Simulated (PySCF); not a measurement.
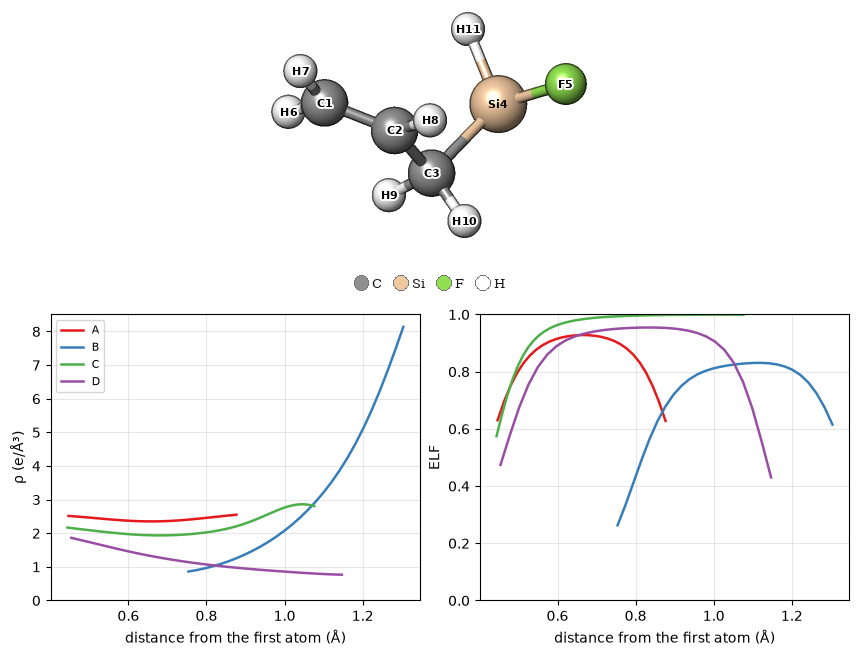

Figure. C₃H₆FSi (SMILES C=CC[SiH]F) (doublet). Electron density and ELF along straight lines between neighbouring atoms. The curves leave out the atomic cores. The structure is drawn too.

Geometry: GFN2-xTB.

All numbers below come from PySCF, UKS B3LYP, pcH-1 on C F H Si, non-relativistic, mean-field spin-orbit, GIAO.

```xyz
11

C    -1.1854    1.2455    0.3401
C    -0.4899    0.1640    0.6521
C    -0.2051   -0.9501   -0.2893
Si    1.5876   -0.7281   -0.9144
F     2.5489   -0.9743    0.3788
H    -1.6310    1.3686   -0.6342
H    -1.3479    2.0422    1.0451
H    -0.0450    0.0685    1.6337
H    -0.9040   -0.9312   -1.1240
H    -0.2970   -1.9116    0.2166
H     1.9742    0.6091   -1.3304
```

Question: Which curve belongs to which contact (C–C, C–H, C–Si and Si–F)? The first atom named is at distance zero.

Answer: Curve A: C–C (1.32 Å): the density is about 2.4 e/Å³ at the midpoint; the ELF peaks at about 0.95 between the atoms: a short, multiple covalent bond. Curve B: Si–F (1.63 Å): the density is about 1 e/Å³ at the midpoint; the ELF peaks at about 0.85 in the valence shell of F, 0.5 Å from its nucleus, and is about 0.50 at the midpoint. Curve C: C–H (1.08 Å): ρ at the midpoint is about 2 e/Å³; the ELF climbs to about 1 towards the hydrogen, as it does in any bond to H: a covalent bond by its length. Curve D: C–Si (1.91 Å): ρ is about 0.9 e/Å³ halfway; the ELF peaks at about 0.95 between the atoms (localised, covalent bonding).
